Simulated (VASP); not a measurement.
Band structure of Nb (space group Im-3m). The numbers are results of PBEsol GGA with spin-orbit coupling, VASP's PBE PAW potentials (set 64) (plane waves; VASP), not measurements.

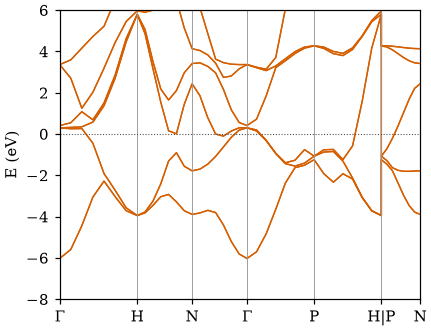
Figure: Bands along high-symmetry lines, zero at the valence-band maximum or, without a gap, the Fermi level

Task: Read the plot: is there a gap, and where are the band edges?

Result: It has no gap at this level: it comes out as a metal or semimetal.

The structure comes from a measured Nb entry (Im-3m) of the Crystallography Open Database, whose conditions weren't checked. It was relaxed first.
